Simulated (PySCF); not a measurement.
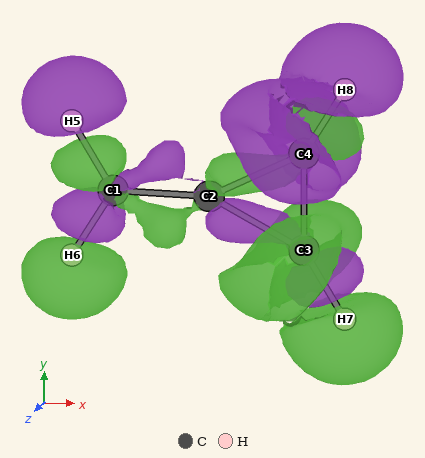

C4H4, SMILES `C=C1C=C1`. Change of the electron density in a uniform field of 0.26 V/Å, surfaces at ±0.002 e/Å³ (purple: gain, green: loss).

PySCF calculation, BP86/def2-SVPD, gas phase; geometry: GFN2-xTB. No frequency check shows the geometry to be a minimum.

Coordinates in Å:

```
C1      -1.5796    0.0002    0.0000
C2      -0.2704   -0.0005    0.0000
C3       1.0197   -0.6618    0.0000
C4       1.0198    0.6620    0.0000
H5      -2.1417    0.9183    0.0000
H6      -2.1418   -0.9177    0.0000
H7       1.5730   -1.5700    0.0000
H8       1.5731    1.5702    0.0000
```

Along which Cartesian direction does the field point?

Answer. Along −y: electrons gather on the +y side, against the field.

What dipole is induced, and what polarisability does it imply?

Answer. The induced dipole is 0.57 D (along the field); α along this axis, from the fields in both directions, is 45 bohr³ (6.6 Å³).

Which atoms gain and lose the most charge?

Answer. Electrons gather most on C4 (Hirshfeld charge changes by −0.013 e) and leave C3 most (+0.013 e); 0.055 electrons are displaced in all.
